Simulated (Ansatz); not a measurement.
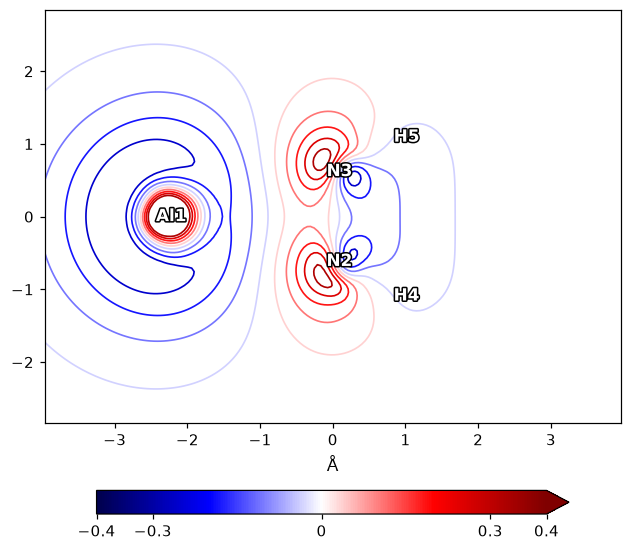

The picture shows: AlH2N2 (charge +1). One frontier orbital on the molecular plane (values in Å⁻³ᐟ²; the overall sign is arbitrary).

Geometry: B3LYP/6-31G*.

Theory: isolated molecule in a Gaussian basis; Kohn-Sham density functional theory, functional PBE0 in Ansatz 0.2.0.

Input

```
basis:
  gaussian:
    orbitals: def2-TZVPD
crystal:
  periodic: [false, false, false]
  atoms:
    - {symbol: Al, position_ang: [1.936313, 1.349721, -1.402928]}
    - {symbol: "N", position_ang: [0.358610, -0.438135, -1.207532]}
    - {symbol: N, position_ang: [0.661242, -0.151215, -0.043312]}
    - {symbol: H, position_ang: [-0.327362, -1.205156, -1.343790]}
    - {symbol: H, position_ang: [0.207254, -0.698311, 0.713010]}
output: {forces: true, orbitals: {seedname: orbitals}}
hamiltonian:
  xc: pbe0
total_charge: 1
```

Run with:

```sh
ansatz run input.yaml --threads 1 --pin off --max-ram 2610MiB --events-out events.jsonl --progress --plain --runs-dir runs
```

> Which orbital is it: HOMO or LUMO?

The HOMO, at −12.99 eV. By Hirshfeld shares it lies mainly on Al1 (about 90 %); it is symmetric in the molecular plane (an in-plane orbital: σ, lone-pair or in-plane π type).
